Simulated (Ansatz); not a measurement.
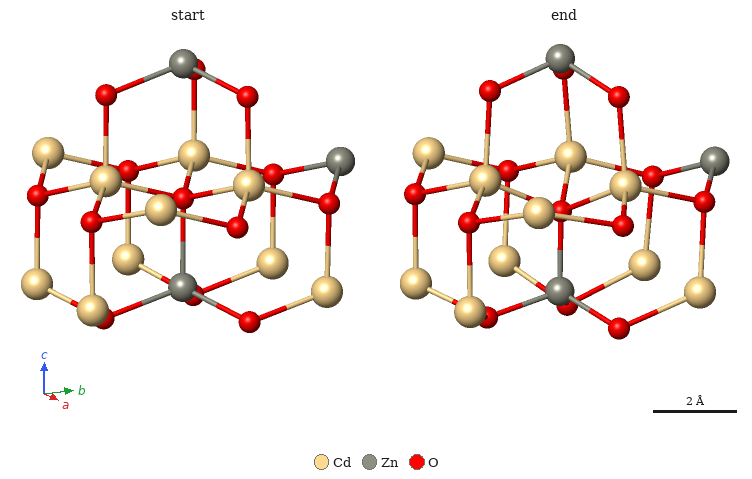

The structure of a crystal of Cd40Zn8O48 (a generated structure) before (left) and after (right) a relaxation, at one scale.

Style: ball-and-stick. Shown: the atoms within 4.2 Å of the atom that moves most (axes of the cell of the calculation (origin shifted)), slightly off an axis.

Method: Ansatz 0.2.0, DFT, PBEsol, PAW, plane waves. (plane-wave cutoff 420 eV; k-point mesh 1 × 1 × 1; mesh shifted by (0.25, 0.25, 0.25); no spin polarisation; cell relaxed at fixed alpha, beta, gamma; force threshold 0.03 eV/Å; at most 80 steps)

> Describe what moved and what it gained.

Over 4 accepted moves (5 points after the start) the energy falls by 56.3 meV per atom. The largest force component goes from 1.9 to 0.0024 eV/Å. Pressure: 1.66 GPa at the start and 0.00 GPa at the end. At 1 point the geometry stayed and the basis and grid were re-selected for the new cell (energy shift of 0.1 meV per atom at most each time). An O atom moves most relative to the cell: 0.30 Å roughly along −c. By element the largest moves are O 0.30 Å, Cd 0.17 Å, Zn 0.16 Å. The drawn cell changes as follows: a 10.669 → 10.636 Å (−0.3 %), b 12.319 → 12.365 Å (+0.4 %), c 11.169 → 11.124 Å (−0.4 %); the volume changes by −0.3 %. Among the contacts that change: O–Zn 2.192 → 1.974 Å, O–Zn 2.166 → 1.965 Å, O–Zn 2.158 → 1.991 Å, O–Zn 2.134 → 1.970 Å. Among the angles between lasting bonds that change: Cd–O–Cd 111.8° → 102.9°, Cd–O–Cd 113.6° → 105.1°, Cd–O–Zn 108.0° → 116.0°. The space group stays P1 (No. 1).
